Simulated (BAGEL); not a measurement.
# [Mg2S2]+ ((MgS)2 ring) at 6 levels

Aim: a comparison of 6 runs (UHF/STO-3G, UHF/3-21G, ROHF/6-31G*, UHF/6-31G*, ROHF/6-311+G**, UHF/6-311+G**) of [Mg2S2]+ ((MgS)2 ring). 

The results are computed with BAGEL 1.2.2.

1 further run of the same task is left out (set aside as unsound or not needed). Runs told in other sessions of the task aren't counted.

**1. The system as given**

[Mg2S2]+ has 4 atoms, charge +1, and is taken as a doublet. The shape comes from GFN2-xTB, which is rough for such elements, and wasn't checked as a minimum. That shape belongs to the parent species and isn't relaxed for this state.

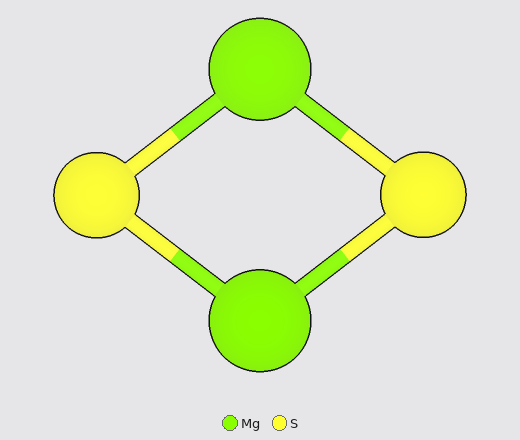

The structure, seen from a chosen angle (magnesium green, sulfur yellow).

**2. The energy at UHF/STO-3G (density fitting with qzvpp-jkfit) (run 1)**

The input, hf.json:

```json
{ "bagel": [

{
  "title": "molecule",
  "basis": "sto-3g",
  "df_basis": "qzvpp-jkfit",
  "angstrom": true,
  "geometry": [
    { "atom": "Mg", "xyz": [      -1.318050,       0.087970,      -0.545800 ] },
    { "atom": "S", "xyz": [      -0.717550,      -0.291270,       1.685620 ] },
    { "atom": "Mg", "xyz": [       1.318240,      -0.088730,       0.545560 ] },
    { "atom": "S", "xyz": [       0.717360,       0.292030,      -1.685380 ] }
  ]
},

{ "title": "uhf", "charge": 1, "nopen": 1 },

{ "title": "print", "file": "orbitals.molden", "orbitals": true }

]}
```

On the command line:

```console
$ BAGEL_NUM_THREADS=1 BAGEL hf.json > hf.out
```

What it wrote:

```text
* using 1 threads per process

  ===============================================================
  ===============================================================

  *** Geometry ***

  { "atom" : "Mg", "xyz" : [     -2.490754,      0.166239,     -1.031413 ] },
  { "atom" : "S", "xyz" : [     -1.355973,     -0.550421,      3.185360 ] },
  { "atom" : "Mg", "xyz" : [      2.491113,     -0.167675,      1.030959 ] },
  { "atom" : "S", "xyz" : [      1.355614,      0.551857,     -3.184907 ] },

  Number of auxiliary basis functions:      480

  Since a DF basis is specified, we compute 2- and 3-index integrals:
    o Being stored without compression. Storage requirement is 0.005 GB

  Number of basis functions:       36
  Number of electrons      :       56

    * METHOD: MOLECULE                             0.15

  *** Open-shell HF ***

  === Nuclear Repulsion ===
   236.7209962152

      * DIIS with orbital gradients will be used.

  === UHF iteration (sto-3g) ===
      0      -1180.44527897          0.02590801           0.05
      1      -1180.53219869          0.00701914           0.05
      2      -1180.53984746          0.00240610           0.05
[... 17 lines of this table left out ...]
     20      -1180.54145693          0.00000001           0.05
    * SCF iteration converged.

    * S^2 (UHF) is 0.7970

    * Permanent dipole moment:
           (   -0.000998,     0.002314,     0.001350) a.u.

    * METHOD: UHF                                  1.06

    * METHOD: PRINT                                0.00

  ===============================================================
```

Wall time 1.4 s (1 thread of Intel Xeon at 2.60GHz (Ice Lake), shared host); peak memory 0.083 GiB.

**3. The energy at UHF/3-21G (density fitting with qzvpp-jkfit) (run 2)**

The input, calc.json:

```json
{ "bagel" : [

{
  "title" : "molecule",
  "basis" : "3-21g",
  "df_basis" : "qzvpp-jkfit",
  "angstrom" : "true",
  "geometry" : [
    { "atom" : "Mg", "xyz" : [   -1.318050,    0.087970,   -0.545800 ] },
    { "atom" : "S", "xyz" : [   -0.717550,   -0.291270,    1.685620 ] },
    { "atom" : "Mg", "xyz" : [    1.318240,   -0.088730,    0.545560 ] },
    { "atom" : "S", "xyz" : [    0.717360,    0.292030,   -1.685380 ] }
  ]
},
{
  "title" : "uhf",
  "charge" : 1,
  "nopen" : 1
},
{
  "title" : "print",
  "file" : "orbitals.molden",
  "orbitals" : "true"
}

]}
```

On the command line:

```console
$ BAGEL_NUM_THREADS=1 BAGEL calc.json > calc.out
```

What it wrote:

```text
* using 1 threads per process

  ===============================================================
  ===============================================================

  *** Geometry ***

  { "atom" : "Mg", "xyz" : [     -2.490754,      0.166239,     -1.031413 ] },
  { "atom" : "S", "xyz" : [     -1.355973,     -0.550421,      3.185360 ] },
  { "atom" : "Mg", "xyz" : [      2.491113,     -0.167675,      1.030959 ] },
  { "atom" : "S", "xyz" : [      1.355614,      0.551857,     -3.184907 ] },

  Number of auxiliary basis functions:      480

  Since a DF basis is specified, we compute 2- and 3-index integrals:
    o Being stored without compression. Storage requirement is 0.010 GB

  Number of basis functions:       52
  Number of electrons      :       56

    * METHOD: MOLECULE                             0.16

  *** Open-shell HF ***

  === Nuclear Repulsion ===
   236.7209962152

      * DIIS with orbital gradients will be used.

  === UHF iteration (3-21g) ===
      0      -1187.88176557          0.02115599           0.07
      1      -1187.94594182          0.00687163           0.07
      2      -1187.95385217          0.00258200           0.07
[... 34 lines of this table left out ...]
     37      -1187.95679362          0.00000001           0.07
    * SCF iteration converged.

    * S^2 (UHF) is 0.8703

    * Permanent dipole moment:
           (   -0.001546,     0.001352,     0.002457) a.u.

    * METHOD: UHF                                  2.88

    * METHOD: PRINT                                0.01

  ===============================================================
```

Run time: 3.3 s. Hardware: 1 thread of Intel Xeon at 2.60GHz (Ice Lake), shared host; peak memory 0.083 GiB.

Runs 3 to 4 aren't shown in full; the table further down has their settings and results.

**4. The energy at ROHF/6-311+G(d,p) (density fitting with qzvpp-jkfit) (run 5)**

The input, input.json:

```json
{ "bagel": [

{
  "title": "molecule",
  "basis": "6-311+gss.json",
  "df_basis": "qzvpp-jkfit",
  "angstrom": true,
  "geometry": [
    { "atom": "Mg", "xyz": [      -1.318050,       0.087970,      -0.545800 ] },
    { "atom": "S", "xyz": [      -0.717550,      -0.291270,       1.685620 ] },
    { "atom": "Mg", "xyz": [       1.318240,      -0.088730,       0.545560 ] },
    { "atom": "S", "xyz": [       0.717360,       0.292030,      -1.685380 ] }
  ]
},

{ "title": "rohf", "charge": 1, "nopen": 1 },

{ "title": "print", "file": "orbitals.molden", "orbitals": true }

]}
```

The basis set 6-311+G** is read from a file made from the Basis Set Exchange's data (not shown).

On the command line:

```console
$ BAGEL_NUM_THREADS=1 BAGEL input.json > input.out
```

What it wrote:

```text
* using 1 threads per process

  ===============================================================
  ===============================================================

  *** Geometry ***

  { "atom" : "Mg", "xyz" : [     -2.490754,      0.166239,     -1.031413 ] },
  { "atom" : "S", "xyz" : [     -1.355973,     -0.550421,      3.185360 ] },
  { "atom" : "Mg", "xyz" : [      2.491113,     -0.167675,      1.030959 ] },
  { "atom" : "S", "xyz" : [      1.355614,      0.551857,     -3.184907 ] },

  Number of auxiliary basis functions:      480

  Since a DF basis is specified, we compute 2- and 3-index integrals:
    o Being stored without compression. Storage requirement is 0.055 GB

  Number of basis functions:      120
  Number of electrons      :       56

    * METHOD: MOLECULE                             0.35

  *** Open-shell HF ***

  === Nuclear Repulsion ===
   236.7209962152

      * DIIS with orbital gradients will be used.

  === ROHF iteration (6-311+gss.json) ===
      0      -1194.07008092          0.01772206           0.22
      1      -1194.14270213          0.00755829           0.21
      2      -1194.15027909          0.00300261           0.23
[... 27 lines of this table left out ...]
     30      -1194.15260634          0.00000001           0.21
    * SCF iteration converged.

    * S^2 (ROHF) is 0.7500

    * Permanent dipole moment:
           (   -0.001072,     0.004109,     0.001807) a.u.

    * METHOD: ROHF                                 6.99

    * METHOD: PRINT                                0.03

  ===============================================================
```

Wall time 7.8 s (1 thread of Intel Xeon at 2.60GHz (Ice Lake), shared host); peak memory 0.16 GiB.

**5. The energy at UHF/6-311+G(d,p) (density fitting with qzvpp-jkfit) (run 6)**

The input, calc.json:

```json
{ "bagel": [

{
  "title": "molecule",
  "basis": "6-311+gss.json",
  "df_basis": "qzvpp-jkfit",
  "angstrom": true,
  "geometry": [
    { "atom": "Mg", "xyz": [      -1.318050,       0.087970,      -0.545800 ] },
    { "atom": "S", "xyz": [      -0.717550,      -0.291270,       1.685620 ] },
    { "atom": "Mg", "xyz": [       1.318240,      -0.088730,       0.545560 ] },
    { "atom": "S", "xyz": [       0.717360,       0.292030,      -1.685380 ] }
  ]
},

{ "title": "uhf", "charge": 1, "nopen": 1 },

{ "title": "print", "file": "orbitals.molden", "orbitals": true }

]}
```

The basis set 6-311+G** is read from a file made from the Basis Set Exchange's data (not shown).

On the command line:

```console
$ BAGEL_NUM_THREADS=1 BAGEL calc.json > calc.out
```

What it wrote:

```text
* using 1 threads per process

  ===============================================================
  ===============================================================

  *** Geometry ***

  { "atom" : "Mg", "xyz" : [     -2.490754,      0.166239,     -1.031413 ] },
  { "atom" : "S", "xyz" : [     -1.355973,     -0.550421,      3.185360 ] },
  { "atom" : "Mg", "xyz" : [      2.491113,     -0.167675,      1.030959 ] },
  { "atom" : "S", "xyz" : [      1.355614,      0.551857,     -3.184907 ] },

  Number of auxiliary basis functions:      480

  Since a DF basis is specified, we compute 2- and 3-index integrals:
    o Being stored without compression. Storage requirement is 0.055 GB

  Number of basis functions:      120
  Number of electrons      :       56

    * METHOD: MOLECULE                             0.27

  *** Open-shell HF ***

  === Nuclear Repulsion ===
   236.7209962152

      * DIIS with orbital gradients will be used.

  === UHF iteration (6-311+gss.json) ===
      0      -1194.07008092          0.01772206           0.21
      1      -1194.14988756          0.00765147           0.21
      2      -1194.16307660          0.00301946           0.22
[... 67 lines of this table left out ...]
     70      -1194.16743584          0.00000001           0.22
    * SCF iteration converged.

    * S^2 (UHF) is 0.8842

    * Permanent dipole moment:
           (   -0.001477,    -0.015318,    -0.000318) a.u.

    * METHOD: UHF                                 15.38

    * METHOD: PRINT                                0.03

  ===============================================================
```

It took 16 s on 1 thread of Intel Xeon at 2.60GHz (Ice Lake), shared host; peak memory 0.16 GiB.

**6. All runs side by side**

| run | level | energy (Eh) | ⟨S²⟩ | wall time |
| --- | --- | --- | --- | --- |
| 1 | UHF/STO-3G (density fitting with qzvpp-jkfit) | -1180.541457 | 0.797 | 1.4 s |
| 2 | UHF/3-21G (density fitting with qzvpp-jkfit) | -1187.956794 | 0.870 | 3.3 s |
| 3 | ROHF/6-31G* (density fitting with qzvpp-jkfit, spherical functions) | -1194.079077 | 0.750 | 4.8 s |
| 4 | UHF/6-31G* (density fitting with qzvpp-jkfit, spherical functions) | -1194.093590 | 0.881 | 5.4 s |
| 5 | ROHF/6-311+G** (density fitting with qzvpp-jkfit) | -1194.152606 | 0.750 | 7.8 s |
| 6 | UHF/6-311+G** (density fitting with qzvpp-jkfit) | -1194.167436 | 0.884 | 16 s |

**7. Outcome**

```
           quantity           value
run 6: total energy  -1194.16744 Eh
        run 6: ⟨S²⟩           0.884
```

In run 1 the basis is minimal, so the values are rough. Spin contamination of the reference: run 6 ⟨S²⟩ = 0.88, run 4 ⟨S²⟩ = 0.88, run 2 ⟨S²⟩ = 0.87. All runs together took 39 s, the longest 16 s.
